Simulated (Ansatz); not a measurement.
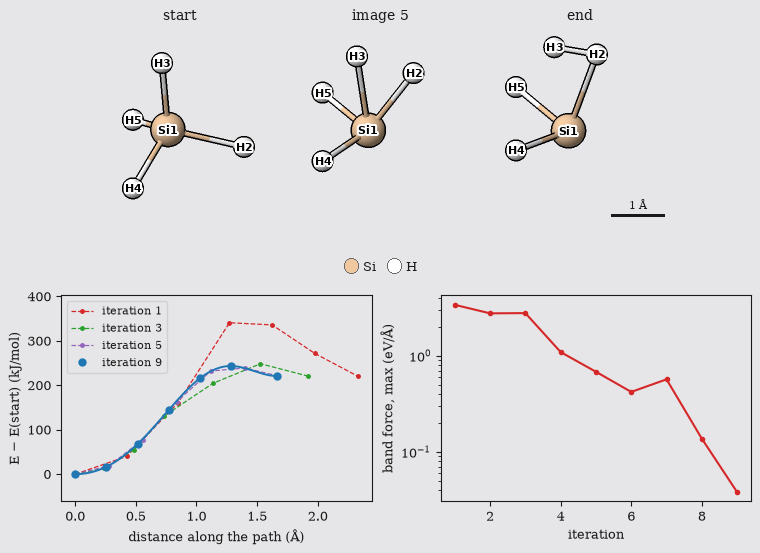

A search for the minimum-energy path of SiH4 by the nudged elastic band. Images are numbered from 0 (start) to 6 (end). The plot follows the band through its iterations. The picture is a ball-and-stick view, seen from a free direction.

These are results of RKS B3LYP-D4/def2-SVP in Ansatz 0.2.0, not measurements. Run with 5 movable images; climbing image; force threshold 0.05 eV/Å; iteration limit 10; starting path through a guess of the saddle point.

**Did the band converge, and can the barrier be trusted?**

The run is converged, with reservations. The band converged in 9 iterations. The largest component of the band force went from 3.4 to 0.038 eV/Å. The climbing image converged on the top of the path. Its curvatures weren't checked. The iteration limit was low. The first iteration put the highest image at 340.9 kJ/mol. The energy climbs by 243.6 kJ/mol to image 5 and then falls by 22.7 kJ/mol, so the end point sits at +220.9 kJ/mol.

The run took 43 s on 1 thread of AMD EPYC 7R43 64-Core Processor (Zen 3), with other jobs on the host, peak memory 0.098 GiB.
